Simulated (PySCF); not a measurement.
**C₃H₁₃AlN₂: density, localisation and related maps**

Input file:

```
{"job": {"kind": "nmr", "xc": "PBE0", "basis": "pcSseg-1"}, "charge": 0, "multiplicity": 1}
C     -1.751194     1.357522    -0.217938
C     -1.411836    -0.098722    -0.483167
N     -1.227975    -0.769052     0.818892
C     -0.036009    -0.238270    -1.140756
Al     0.842708    -0.405719     0.708532
N      2.821136    -0.121626     0.130123
H     -2.696382     1.452703     0.317418
H     -1.829170     1.907641    -1.152309
H     -0.952762     1.784580     0.385057
H     -2.234808    -0.569435    -1.050174
H     -1.232045    -1.776765     0.674378
H     -1.971452    -0.549978     1.478398
H      0.091346     0.537465    -1.902071
H     -0.023738    -1.187518    -1.698860
H      0.912623     0.821356     1.695918
H      1.199548    -1.866751     1.222325
H      3.113006    -0.783232    -0.582057
H      3.028903     0.819896    -0.187229
H      3.348297    -0.304843     0.976058
```

Launched as:

```sh
OMP_NUM_THREADS=1 python probes_run.py task.json out
```

Geometry: GFN2-xTB.

These are results of PBE0/pcSseg-1, SCF density, gas phase, non-relativistic in PySCF, not measurements.

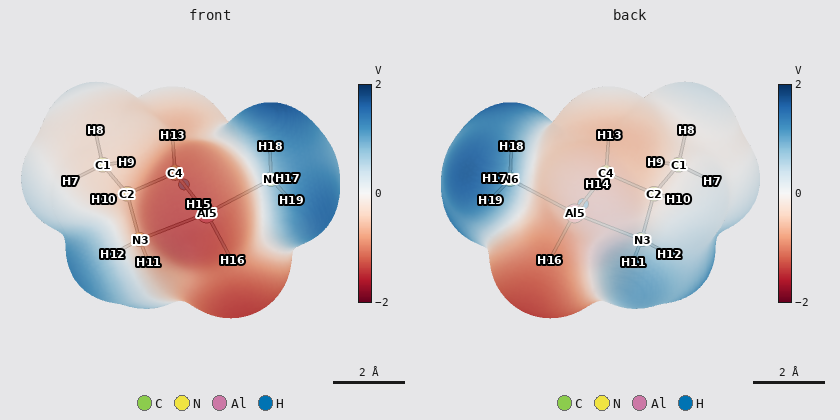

Figure 1. The electrostatic potential painted on the density surface at 0.001 e/bohr³, seen from the front and from behind; the colour scale runs from red (negative) to blue (positive).

### Describe the electrostatic potential map.

The most negative region (about −1.4 V) lies over H15 and H16, the most positive (about +1.6 V) over H17 and H18.

### What dipole moment does the calculation give?

Its dipole moment is 1.77 D.

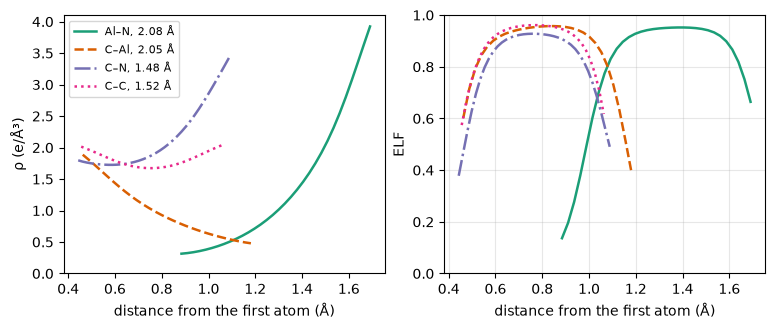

Figure 2. Total electron density and electron localisation function along straight lines between neighbouring atoms. The curves leave out the atomic cores.

### Compare the contacts.

Al–N (2.08 Å): the density is about 0.43 e/Å³ at the midpoint; the ELF peaks at about 0.95 in the valence shell of N, 0.7 Å from its nucleus, and is about 0.70 at the midpoint.
C–Al (2.05 Å): ρ is about 0.6 e/Å³ halfway; the ELF peaks at about 0.95 between the atoms; a shared but strongly polarised pair.
C–N (1.48 Å): ρ at the midpoint is about 1.8 e/Å³; the ELF peaks at about 0.95 between the atoms, as expected for a shared electron pair.
C–C (1.52 Å): ρ at the midpoint is about 1.7 e/Å³; the ELF peaks at about 0.95 between the atoms: localised, covalent bonding.
